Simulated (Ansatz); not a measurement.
Take LiBr in the wurtzite structure (space group P6_3mc, No. 186; a = 4.1356 Å, c = 6.6198 Å; a cell from a computed database, its experimental status unchecked) as the base. Axes: x lies along a and z along c of the hexagonal cell.

Now apply this change: biaxial strain −3.71 %, plane normal [001], relaxed out of plane (Cartesian); in-plane vectors clamped, the third vector and the atoms free.

Method: Kohn–Sham DFT with the PBEsol functional, run in Ansatz (an electronic-structure program) with PAW and 420 eV plane waves, no spin-orbit coupling, earlier PAW set.

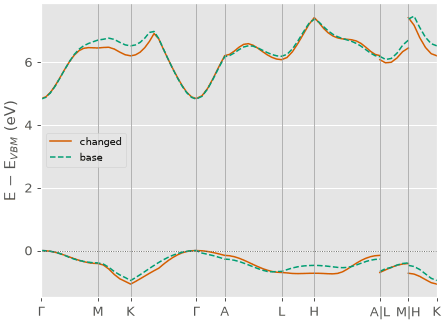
Figure. Highest valence and lowest conduction band along the path, each from its own valence-band maximum

**Question.** From the figure, how large is the changed gap, and is it direct?

**Answer.** About 4.8 eV, direct at Γ.

Stability against distortions was not tested. This is not the structure that LiBr has at room temperature and ambient pressure.
